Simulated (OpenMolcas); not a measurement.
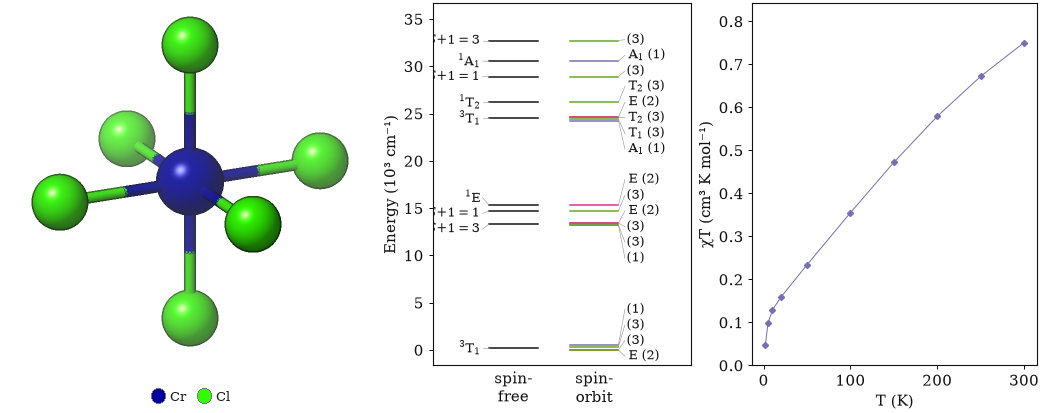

Cr⁴⁺ (3d²) as a dopant in Cs₂ZrCl₆, a cluster with its 6 nearest Cl⁻ at 2.461 Å (octahedron) embedded in model potentials and point charges; the geometry was set, not optimised, and its levels and susceptibility. Labels give the representation in O, Td, D4 or D3 as the site allows (double group for half-integer spin) where it could be assigned and, in brackets, the degeneracy; spin-free states, where drawn, share the zero of the spin-orbit levels. Computed with OpenMolcas: state-averaged CASSCF, active space 2 electrons in the shell 3d, basis ANO-RCC-VDZP on all atoms, DKH2 scalar Hamiltonian, spin-orbit coupling by RASSI with atomic mean-field integrals. Powder susceptibility by Van Vleck's formula.

**Give the ground level, the first gap and the ligand-field bands.**

The ground level is E, doubly degenerate, 100 % from states of spin multiplicity 3. Its principal g values are all close to zero. The next level lies at 6.9 cm⁻¹. The lowest spin-free state is ³T₁; of the same spin there follows at 24,300 cm⁻¹ (³T₁) above it. χT is 0.0484 cm³ K mol⁻¹ at 2 K and 0.751 at 300 K, an effective moment of 2.45 μB. The active orbitals hold 68 to 95 % metal character (Löwdin), and the Mulliken charge of the metal is +0.76.

Limits of the model: covalent bonds, ligand orbitals missing from the active space; the geometry is set by hand, with no relaxation and no charge compensation.
